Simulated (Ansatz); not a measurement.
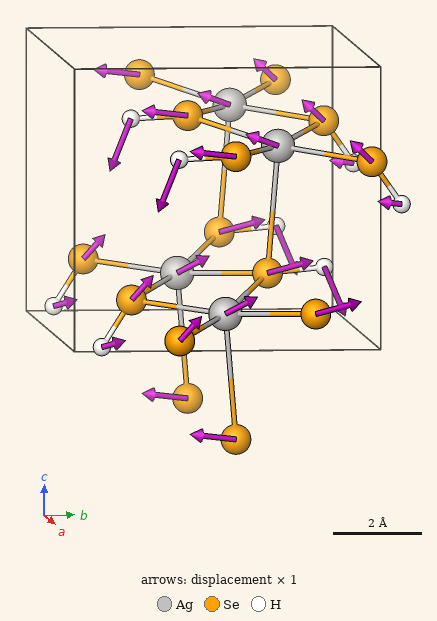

A relaxation of crystalline AgH$_{2}$Se$_{2}$ (a generated structure, set up in Cmc2_1). The starting structure is drawn; purple arrows show the displacements (the part carried along by the change of the cell is left out), at their true length.

A ball-and-stick model of the cell of the calculation, repeated 2 × 1 × 1 with one cell outlined, seen slightly off an axis.

The start is a swapped structure.

Method: DFT, PAW plane waves, LDA (Ansatz 0.2.0). Settings: plane-wave cutoff 420 eV; k-point mesh 6 × 6 × 3; occupations gaussian; smearing width 0.2328 eV; no spin polarisation; cell and atoms relaxed; force threshold 0.03 eV/Å; at most 40 steps.

Describe the change and its energy.

Answer. Over 20 accepted moves (23 points after the start) the energy falls by 240 meV per atom. With the target pressure of 5 GPa, the enthalpy E + pV changes by −347 meV per atom. The largest force component goes from 6.3 to 0.00096 eV/Å. Pressure: 11.29 GPa at the start and 5.00 GPa at the end. The line search rejected the trial step at point 16 of the run. At 2 points the geometry stayed and the basis and grid were re-selected for the new cell (energy shift of 0.8 meV per atom at most each time). The largest moves relative to the cell, 1.32 Å, are those of H atoms. Largest moves by element: H 1.32 Å, Se 1.13 Å, Ag 0.86 Å. Cell: a 3.755 → 3.871 Å (+3.1 %), b 7.004 → 6.098 Å (−12.9 %), c 6.697 → 6.054 Å (−9.6 %), γ 74.5° → 71.5°. Volume −20.1 %. Among the contacts that change: Ag–Se 4.863 → 3.300 Å, Se–Se 3.985 → 3.098 Å, Ag–Se 3.002 → 3.301 Å, H–Se 1.276 → 1.504 Å. Bond angles that change, for instance: Ag–Se–H 129.9° → 100.1°, Ag–Se–H 112.1° → 100.1°. The space group (tolerance 0.01 Å) goes from Cmc2_1 (No. 36) to Fmm2 (No. 42). The run took about 7 core-minutes on a shared host.
